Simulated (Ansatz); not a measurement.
Level of theory: PBE (plane waves to 420 eV, PAW; Ansatz, a program for electronic structure).

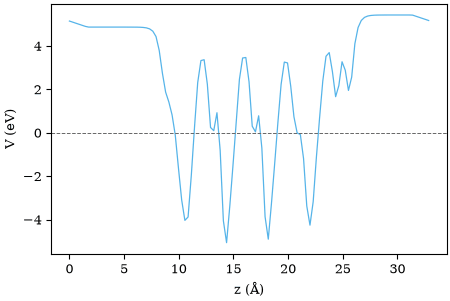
Fig. 1. Planar average of the electrostatic potential across the slab, in eV from the highest filled level, for a constructed model of the (111)A surface of zinc-blende CdTe (in the relaxation 1 Te–Te bonds broke), Cd-terminated, Te trimer, 2x2 (bottom of the slab: 2 H on 4 bottom sites)

Set-up: 37 atoms, 16.9 Å thick at the start with caps and adatoms; mesh 3x3x1; 0.025 eV smearing; dipole correction on; 8 atoms held, the rest relaxed; start symmetry kept, larger cells not searched; no spin, no spin-orbit, no U. It is one candidate, not shown to be the stable structure of the face.

The vacuum level lies 5.43 eV above the highest filled level over the top face and 4.87 eV above it under the bottom face.
